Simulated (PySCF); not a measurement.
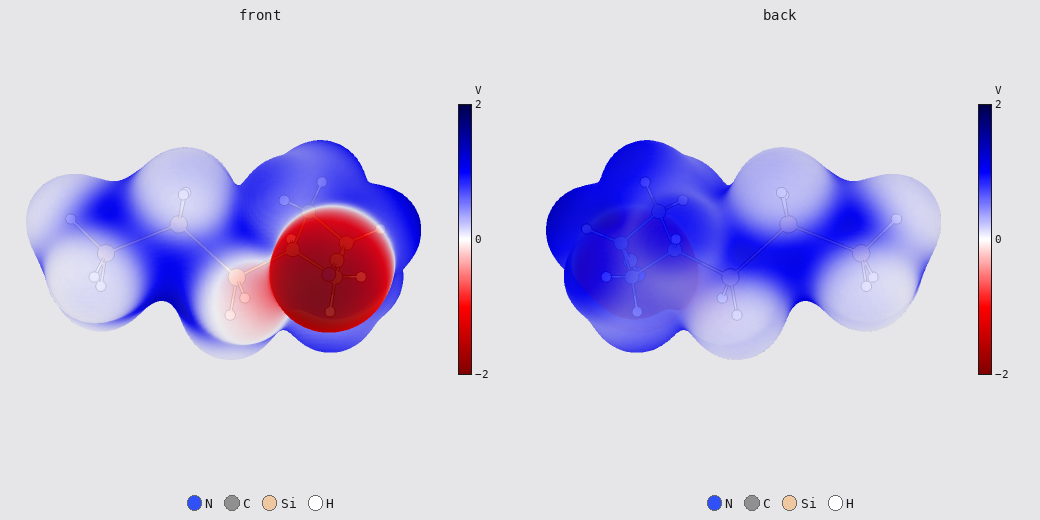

C$_{5}$H$_{13}$NSi$_{3}$. The molecular electrostatic potential painted on the density surface at 0.002 e/bohr³, seen from the front and from behind; the colour scale runs from red (negative) to blue (positive).

Geometry: GFN2-xTB.

Method: PBE0/pcSseg-1, SCF density, gas phase, non-relativistic in PySCF.

```xyz
22

N    -2.9582    0.9973    2.2321
C    -2.9231    0.4443    1.2309
C    -2.8535   -0.2463   -0.0238
C    -2.2807    0.6180   -1.1670
C    -0.9560   -0.1623   -1.0784
Si    0.4930    0.7977   -0.2879
Si    2.1820   -0.6637    0.3417
Si    4.2634    0.2827    0.6814
C    -1.6266   -1.1763   -0.1353
H    -3.8220   -0.7124   -0.2228
H    -2.2240    1.6850   -0.9547
H    -2.8176    0.4749   -2.1039
H    -0.6510   -0.6011   -2.0304
H     0.8970    1.7916   -1.2952
H    -0.0759    1.5563    0.8319
H     1.7682   -1.3875    1.5570
H     2.2805   -1.7466   -0.6554
H     4.2769    1.1501    1.8608
H     4.6624    1.1151   -0.4567
H     5.3363   -0.6947    0.8740
H    -1.8690   -2.1269   -0.6081
H    -1.1127   -1.3758    0.8046
```

Describe the electrostatic potential map.

The most negative region (about −1.9 V) lies over N1, the most positive (about +1.3 V) over Si6, Si7, Si8 and H10. N1 is the likeliest acceptor of a hydrogen bond.
